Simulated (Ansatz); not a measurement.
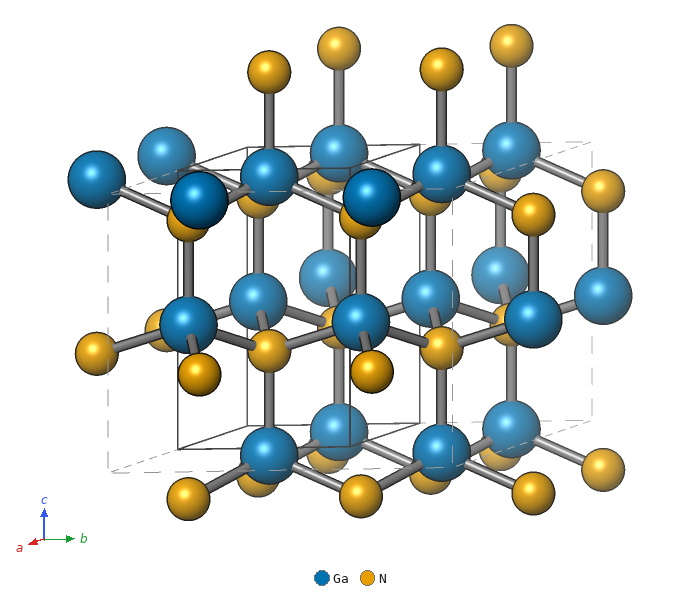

System GaN (space group P6_3mc, No. 186); source of the atomic positions: a calculation's input that goes back to an entry of the Crystallography Open Database (an earlier step may have relaxed or displaced it).

Bonds are taken as Ga–N below 2.2 Å. The graph is simplified in the usual way: terminal and isolated atoms are pruned, two-connected atoms become edges.

Q: What kind of net remains, and which atoms are its nodes?

A: A uninodal 4-connected, three-periodic net: Ga and N are 4-connected nodes.

Q: Name the underlying net.

A: It is the lon net, known from lonsdaleite, wurtzite and tridymite.

Q: Is the net interpenetrated?

A: It is a single net, without interpenetration.

Q: How many nodes does the smallest cycle have?

A: Six.

Q: Give the first four terms of the coordination sequence (nodes one, two, three … edges away).

A: Ga and N: 4, 12, 25, 44.

The simplified net, drawn on the atoms' positions. Nodes are coloured by element. Short stubs are edges that leave the cut-out.

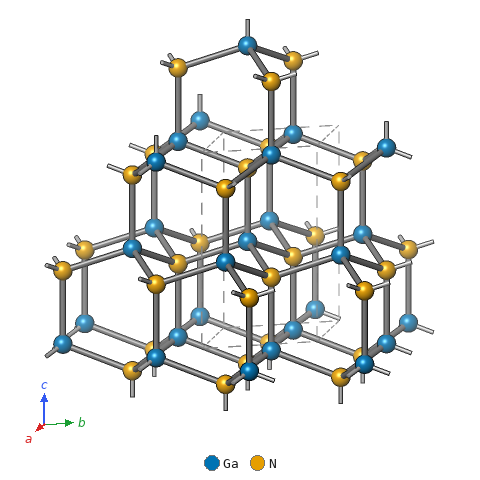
